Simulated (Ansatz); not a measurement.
Partial pair distribution functions of a relaxed model of amorphous selenium (Se96), broadened by 0.06 Å; density 4.75 g/cm³. Method: PBE-D3(BJ), scalar-relativistic without spin-orbit coupling, PAW (Ansatz default set, large-core Se) (plane waves to 420 eV; Ansatz, a quantum-chemistry and plane-wave program).

The cell was made by melting and quenching with the CHGNet potential and then relaxed with DFT. The hot cell started wider than the set density and was brought back towards it in steps. It is the lowest in DFT energy of 4 quenches. It is a model cell: composition and starting density were chosen by hand, and all elements were melted together. The geometry includes D3(BJ) dispersion. Its density started from a set value of 4.36 and ended at 4.75 g/cm³. Cooling (nominally 18 K/ps over its main leg) ran many orders faster than in experiment, which tends to leave more defects and strain. A cell of this size samples the disorder only roughly. Volume and shape were free in the relaxation. On a 2×2×2 Γ-centred mesh force components of up to 0.30 eV/Å stay, since the relaxation ran on the zone centre alone.

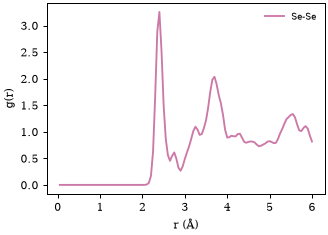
Figure: Partial pair distribution functions

Highest peaks under 4.5 Å: Se-Se near 2.40 Å; pairs of few atoms are noisy.

Within 2.76 Å each Se has 2.12 Se neighbours on average.
